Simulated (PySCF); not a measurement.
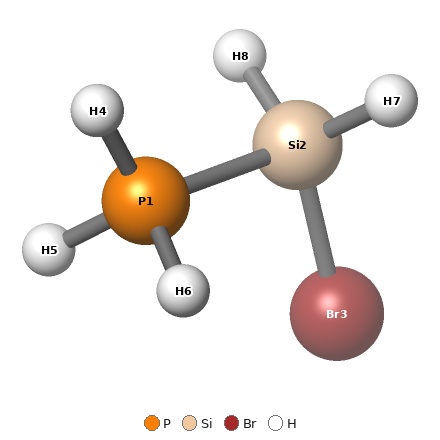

SiPH₅Br⁺, SMILES [PH3+][SiH2]Br. Vertical core-electron binding energies by ΔSCF (SCAN, pcX-2 on the ionised atom, pcseg-1 elsewhere, spin-free X2C; PySCF 2.14.0, at a PBE0-D3(BJ)/def2-SVP geometry (no frequency check)), gas phase, against the vacuum level. One atom of each kind was ionised; within a panel, areas follow the number of like atoms and 2j + 1 (2p levels are split by first-order spin-orbit coupling, an approximation), each panel is scaled alone, Gaussians of 0.4 eV full width. Only the regions named are shown.

**Predict the P 2p, Si 2p and Si 1s photoelectron lines.**

| level | atoms | binding energy (eV) |
| --- | --- | --- |
| P 2p1/2 | P1 | 144.9 |
| P 2p3/2 | P1 | 144.0 |
| Si 2p1/2 | Si2 | 114.0 |
| Si 2p3/2 | Si2 | 113.4 |
| Si 1s | Si2 | 1853.3 |

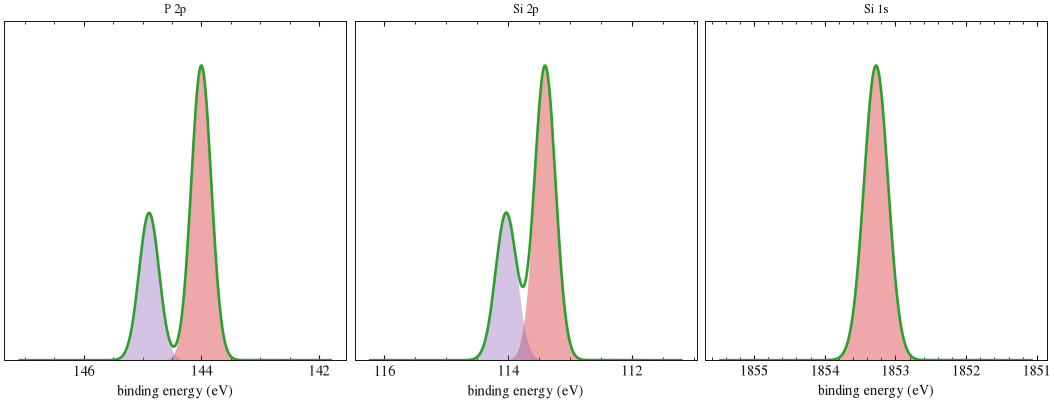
